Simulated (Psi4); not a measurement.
# One shape, several levels: SnH3F (SMILES [H][Sn]([H])([H])[F])

We compute a comparison of 5 runs (HF/3-21G, HF/def2-SVP, X3LYP/def2-TZVPP, CEPA(0)/def2-SVP, CCSD/3-21G) of SnH3F. 

Program for the calculation: Psi4 1.11.

### 1 The molecule

SnH3F: 5 atoms, total charge 0, spin state singlet. SMILES: `[H][Sn]([H])([H])[F]`. The shape comes from GFN2-xTB, which is rough for such elements, and wasn't checked as a minimum.

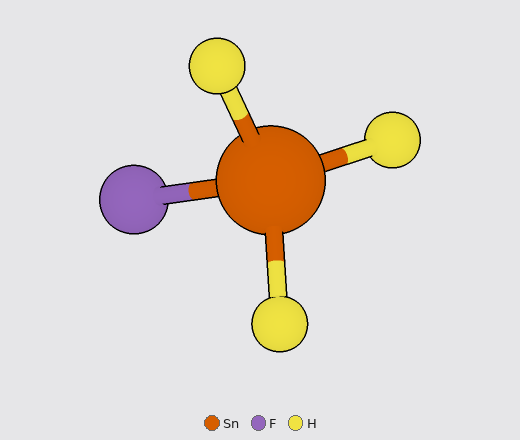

The structure, seen from a chosen angle (tin orange, fluorine purple, hydrogen yellow).

### 2 Energy and gradient at HF/3-21G (run 1)

File job.inp:

```
memory 1600 MB

molecule system {
  0 1
  Sn
  F 1 1.924446
  H 1 1.663791 2 102.46916
  H 1 1.661577 3 115.30682 2 110.79839
  H 1 1.663114 4 115.46107 2 110.84395
  units angstrom
  symmetry c1
  no_reorient
  no_com
}

set basis 3-21G
set puream true
set e_convergence 1e-09
set d_convergence 1e-08
set scf_type pk

E, wfn = gradient("hf", return_wfn=True)
oeprop(wfn, "LOWDIN_CHARGES", "MAYER_INDICES", "WIBERG_LOWDIN_INDICES", title="HF")
```

Command:

```console
psi4 job.inp job.out -n 1
```

job.out:

```text
[...]
  Running in c1 symmetry.
[...]
  Nuclear repulsion =  177.134345630764386
[...]
  Multiplicity = 1
[...]
  Nalpha       = 31
  Nbeta        = 31
[...]
    Number of basis functions: 46
[...]
   @RHF iter   1: -6096.69846499333380   -3.40650e+00   1.21370e-02 ADIIS/DIIS
[...]
   @RHF iter   9: -6096.91355853585355   -2.27374e-11   7.70274e-09 DIIS
[...]
    Orbital Energies [Eh]
    ---------------------
    Doubly Occupied:
       1A   -1034.900068     2A   -156.244684     3A   -145.390242
       4A   -145.389939     5A   -145.389937     6A    -31.554739
       7A    -26.930167     8A    -26.929363     9A    -26.929356
      10A    -26.045451    11A    -19.097002    12A    -19.096043
      13A    -19.096034    14A    -19.095049    15A    -19.095045
      16A     -5.569759    17A     -3.953477    18A     -3.953457
      19A     -3.953120    20A     -1.497472    21A     -1.440475
      22A     -1.440457    23A     -1.435480    24A     -1.435452
      25A     -1.396278    26A     -0.683980    27A     -0.551509
      28A     -0.551473    29A     -0.522956    30A     -0.463277
      31A     -0.462838
[...]
  @RHF Final Energy: -6096.91355853585355
   => Energetics <=
    Nuclear Repulsion Energy =            177.1343456307643862
    One-Electron Energy =               -8767.1066562787127623
    Two-Electron Energy =                2493.0587521120960446
    Total Energy =                      -6096.9135585358526441
[...]
 Multipole Moments:
 ------------------------------------------------------------------------------------
     Multipole            Electronic (a.u.)      Nuclear  (a.u.)        Total (a.u.)
 ------------------------------------------------------------------------------------
 L = 1.  Multiply by 2.5417464519 to convert [e a0] to [Debye]
 Dipole X            :         -0.0050744            0.0028664           -0.0022080
 Dipole Y            :         -0.0124390            0.0071154           -0.0053236
 Dipole Z            :         -2.7068975            1.3948904           -1.3120071
 Magnitude           :                                                    1.3120198
[...]
  -Total Gradient:
     Atom            X                  Y                   Z
    ------   -----------------  -----------------  -----------------
       1       -0.000531157596    -0.000677125883    -0.043674825206
       2        0.000091556567     0.000162729153     0.009832436131
       3       -0.000011916913    -0.019986253448     0.011251836232
       4        0.017908439449     0.010394079236     0.011328727800
       5       -0.017456921508     0.010106570942     0.011261824852
[...]
```

Wall time 1.6 s (1 thread of INTEL XEON PLATINUM 8581C at 2.30GHz (Emerald Rapids), shared host); peak memory 0.19 GiB.

### 3 Energy and gradient at HF/def2-SVP (core potential) (run 2)

File fh3sn.in:

```
memory 1.6 GB

molecule mol {
  0 1
  Sn
  F 1 1.924446
  H 1 1.663791 2 102.46916
  H 1 1.661577 3 115.30682 2 110.79839
  H 1 1.663114 4 115.46107 2 110.84395
  units angstrom
  symmetry c1
}

set globals {
  basis def2-SVP
  puream true
  e_convergence 1e-09
  d_convergence 1e-08
  scf_type pk
}

gradient("scf")
print_variables()
```

Command:

```console
psi4 fh3sn.in fh3sn.out -n 1
```

fh3sn.out:

```text
[...]
    !!!  WARNING: ECP capability is in beta. Please check occupations closely.  !!!
[...]
  Running in c1 symmetry.
[...]
  Nuclear repulsion =   81.108175956975288
[...]
  Multiplicity = 1
[...]
  Nalpha       = 17
  Nbeta        = 17
[...]
    Number of basis functions: 55
[...]
   @RHF iter   1:  -314.39844807812358   -1.98559e+00   6.30359e-03 ADIIS/DIIS
[...]
   @RHF iter  10:  -314.44234498651730   -2.27374e-13   2.75508e-09 DIIS
[...]
    Orbital Energies [Eh]
    ---------------------
    Doubly Occupied:
       1A    -26.204619     2A     -5.892461     3A     -4.084174
       4A     -4.081124     5A     -4.081112     6A     -1.478082
       7A     -1.351268     8A     -1.351248     9A     -1.345400
      10A     -1.345381    11A     -1.335155    12A     -0.706279
      13A     -0.583508    14A     -0.583499    15A     -0.556354
      16A     -0.469515    17A     -0.469032
[...]
  @RHF Final Energy:  -314.44234498651730
   => Energetics <=
    Nuclear Repulsion Energy =             81.1081759569752876
    One-Electron Energy =                -679.2646166475096834
    Two-Electron Energy =                 283.7140957040170974
    Total Energy =                       -314.4423449865172984
[...]
 Multipole Moments:
 ------------------------------------------------------------------------------------
     Multipole            Electronic (a.u.)      Nuclear  (a.u.)        Total (a.u.)
 ------------------------------------------------------------------------------------
 L = 1.  Multiply by 2.5417464519 to convert [e a0] to [Debye]
 Dipole X            :         -0.0059575            0.0038847           -0.0020729
 Dipole Y            :         -0.0143065            0.0096430           -0.0046635
 Dipole Z            :        -15.9688349           14.6163429           -1.3524919
 Magnitude           :                                                    1.3525016
[...]
  -Total Gradient:
     Atom            X                  Y                   Z
    ------   -----------------  -----------------  -----------------
       1       -0.000517902209    -0.000687220221    -0.012444611179
       2        0.000084451304     0.000147107834    -0.005543598055
       3       -0.000011730294    -0.010850409350     0.005987913168
       4        0.009982174363     0.005834008445     0.006019967701
       5       -0.009536993164     0.005556513292     0.005980328367
[...]
```

It took 2.1 s on 1 thread of INTEL XEON PLATINUM 8581C at 2.30GHz (Emerald Rapids), shared host; peak memory 0.21 GiB.

### 4 The charge distribution at X3LYP/def2-TZVPP (density fitting, core potential, IEF-PCM acetone) (run 3)

File input.in:

```
memory 1600 MB

molecule {
  0 1
  Sn    -0.00489439     0.00457314    -0.31545198
  F      0.02218538    -0.03641502     3.32089131
  H      3.05990123     0.02073030    -1.01701281
  H     -1.54532354     2.66160366    -0.96844684
  H     -1.53186869    -2.65049207    -1.01997968
  units bohr
  symmetry c1
  no_reorient
  no_com
}

set scf_type df
set diis_max_vecs 3
set e_convergence 1e-11
set pcm true

pcm = {
  Units = Angstrom
  Medium {
    SolverType = IEFPCM
    Solvent = Acetone
  }
  Cavity {
    Type = GePol
    RadiiSet = UFF
    Scaling = False
    Area = 0.3
    Mode = Implicit
  }
}

energy_value, wavefunction = energy('x3lyp/def2-TZVPP', return_wfn=True)
oeprop(wavefunction, 'MULLIKEN_CHARGES', 'WIBERG_LOWDIN_INDICES', 'MULTIPOLE(3)', 'DIPOLE')
print_variables()
```

Command:

```console
psi4 -n 1 input.in input.out
```

input.out:

```text
[...]
    !!!  WARNING: ECP capability is in beta. Please check occupations closely.  !!!
[...]
  Running in c1 symmetry.
[...]
  Nuclear repulsion =   81.108187424715297
[...]
  Multiplicity = 1
[...]
  Nalpha       = 17
  Nbeta        = 17
[...]
    Number of basis functions: 123
[...]
 WARNING: Atomic UHF is not converging! Try casting from a smaller basis or call Rob at CCMST.
   -------------------------
[...]
   @DF-RKS iter   1:  -315.79929666597570   -1.31603e+00   5.86279e-03 ADIIS/DIIS
[...]
   @DF-RKS iter  12:  -315.98619927727799    5.68434e-13   7.43030e-09 DIIS
[...]
    Orbital Energies [Eh]
    ---------------------
    Doubly Occupied:
       1A    -24.657681     2A     -5.120995     3A     -3.461207
       4A     -3.456646     5A     -3.456639     6A     -1.143152
       7A     -1.036086     8A     -1.036068     9A     -1.031895
      10A     -1.031880    11A     -1.020566    12A     -0.531757
      13A     -0.397710    14A     -0.396609    15A     -0.396575
      16A     -0.327376    17A     -0.327083
[...]
  @DF-RKS Final Energy:  -315.98619927727799
   => Energetics <=
    Nuclear Repulsion Energy =             81.1081874247152967
    One-Electron Energy =                -679.5193321906656365
    Two-Electron Energy =                 305.9410793627878888
    DFT Exchange-Correlation Energy =     -23.5034762980788123
    Empirical Dispersion Energy =           0.0000000000000000
    VV10 Nonlocal Energy =                  0.0000000000000000
    PCM Polarization Energy =              -0.0126575760367570
    Total Energy =                       -315.9861992772779899
[...]
 Multipole Moments:
 ------------------------------------------------------------------------------------
     Multipole            Electronic (a.u.)      Nuclear  (a.u.)        Total (a.u.)
 ------------------------------------------------------------------------------------
 L = 1.  Multiply by 2.5417464519 to convert [e a0] to [Debye]
 Dipole X            :         -0.0909939            0.0747008           -0.0162931
 Dipole Y            :          0.2141459           -0.1952842            0.0188617
 Dipole Z            :        -21.4094106           19.9426389           -1.4667717
 Magnitude           :                                                    1.4669834
[...]
  Mulliken Charges: (a.u.)
   Center  Symbol    Alpha    Beta     Spin     Total
       1    SN    10.50745 10.50745  0.00000  0.98510
       2     F     4.78331  4.78331  0.00000 -0.56663
       3     H     0.57000  0.57000  0.00000 -0.14000
       4     H     0.56946  0.56946  0.00000 -0.13892
       5     H     0.56978  0.56978  0.00000 -0.13955
   Total alpha = 17.00000, Total beta = 17.00000, Total charge =  0.00000
  Wiberg Bond Indices using Orthogonal Lowdin Orbitals:
[...]
```

Run time: 7.8 s. Hardware: 1 thread of INTEL XEON PLATINUM 8581C at 2.30GHz (Emerald Rapids), shared host; peak memory 0.56 GiB.

Atomic charges (e):

```
atom  Mulliken
 Sn1    +0.985
  F2    -0.567
  H3    -0.140
  H4    -0.139
  H5    -0.140
```

Run 4 isn't shown in full; the table further down has it.

### 5 The energy at CCSD/3-21G (run 5)

File input.in:

```
memory 1600 MB

molecule {
  0 1
  Sn    -0.002590     0.002420    -0.166930
  F      0.011740    -0.019270     1.757340
  H      1.619230     0.010970    -0.538180
  H     -0.817750     1.408460    -0.512480
  H     -0.810630    -1.402580    -0.539750
  symmetry c1
  no_reorient
  no_com
}

set basis 3-21G
set puream true
set e_convergence 1e-09
set d_convergence 1e-08
set scf_type pk
set num_frozen_docc 19

E, wfn = energy("ccsd", return_wfn=True)
```

Command:

```console
psi4 -i input.in -o input.out -n 1
```

input.out:

```text
[...]
  Running in c1 symmetry.
[...]
  Nuclear repulsion =  177.134370970315501
[...]
  Multiplicity = 1
[...]
  Nalpha       = 31
  Nbeta        = 31
[...]
    Number of basis functions: 46
[...]
   @RHF iter   1: -6096.69846499543564   -3.40650e+00   1.21370e-02 DIIS/ADIIS
[...]
   @RHF iter   9: -6096.91355854954872   -2.81943e-11   7.70274e-09 DIIS
[...]
    Orbital Energies [Eh]
    ---------------------
    Doubly Occupied:
       1A   -1034.900068     2A   -156.244684     3A   -145.390242
       4A   -145.389939     5A   -145.389937     6A    -31.554739
       7A    -26.930167     8A    -26.929363     9A    -26.929356
      10A    -26.045451    11A    -19.097002    12A    -19.096043
      13A    -19.096034    14A    -19.095049    15A    -19.095045
      16A     -5.569759    17A     -3.953477    18A     -3.953457
      19A     -3.953120    20A     -1.497472    21A     -1.440475
      22A     -1.440457    23A     -1.435480    24A     -1.435452
      25A     -1.396278    26A     -0.683980    27A     -0.551509
      28A     -0.551473    29A     -0.522956    30A     -0.463277
      31A     -0.462838
[...]
  @RHF Final Energy: -6096.91355854954872
   => Energetics <=
    Nuclear Repulsion Energy =            177.1343709703155014
    One-Electron Energy =               -8767.1067071160359774
    Two-Electron Energy =                2493.0587775961707848
    Total Energy =                      -6096.9135585495496343
[...]
 Multipole Moments:
 ------------------------------------------------------------------------------------
     Multipole            Electronic (a.u.)      Nuclear  (a.u.)        Total (a.u.)
 ------------------------------------------------------------------------------------
 L = 1.  Multiply by 2.5417464519 to convert [e a0] to [Debye]
 Dipole X            :          0.0472434           -0.0623421           -0.0150987
 Dipole Y            :          0.0842168           -0.0672365            0.0169804
 Dipole Z            :        -12.4218057           11.1099834           -1.3118224
 Magnitude           :                                                    1.3120191
[...]
      * MP2 total energy                      = -6097.087198982218979
[...]
      * CCSD total energy                     = -6097.103728784914892
[...]
```

Run time: 2.3 s. Hardware: 1 thread of INTEL XEON PLATINUM 8581C at 2.30GHz (Emerald Rapids), shared host; peak memory 0.2 GiB.

### 6 The series

```
run                                                                level  core potential        task   energy (Eh)  dipole moment (D)  HOMO energy (eV)  LUMO energy (eV)  wall time
  1                                                             HF/3-21G            none    gradient  -6096.913559               3.33            -12.59              2.67      1.6 s
  2                                         HF/def2-SVP (core potential)            def2    gradient   -314.442345               3.44            -12.76              2.29      2.1 s
  3  X3LYP/def2-TZVPP (density fitting, core potential, IEF-PCM acetone)            def2  properties   -315.986199               3.73             -8.90             -0.59      7.8 s
  4                   CEPA(0)/def2-SVP (density fitting, core potential)            def2      energy   -314.780411                  –            -12.76              2.29      2.5 s
  5                                                           CCSD/3-21G            none      energy  -6097.103729                  –            -12.59              2.67      2.3 s
```

### 7 Summary of results

| quantity | value |
| --- | --- |
| run 5: total energy | -6097.10373 Eh |
| run 5: HOMO energy (Hartree–Fock orbitals) | -12.59 eV |
| run 5: LUMO energy (Hartree–Fock orbitals) | 2.67 eV |
| run 5: HOMO–LUMO gap (Hartree–Fock orbitals) | 15.27 eV |
| run 5: correlation energy (19 core orbitals frozen) | -190.2 mEh |
| run 5: T1 diagnostic | 0.010 |

What this shows: Over runs 1, 2, 3 the dipole moment (its size) runs from 3.33 D (HF/3-21G) to 3.73 D (X3LYP/def2-TZVPP). The two ends differ in method and basis and solvent and core potential. Over runs 1, 2, 3 the HOMO–LUMO gap runs from 8.31 eV (X3LYP/def2-TZVPP) to 15.27 eV (HF/3-21G). Some runs of one species differ in core potentials or relativity; totals across that change don't compare. In runs 1, 5 relativity is left out where basis or elements ask for it. All runs together took 16 s, the longest 7.8 s.
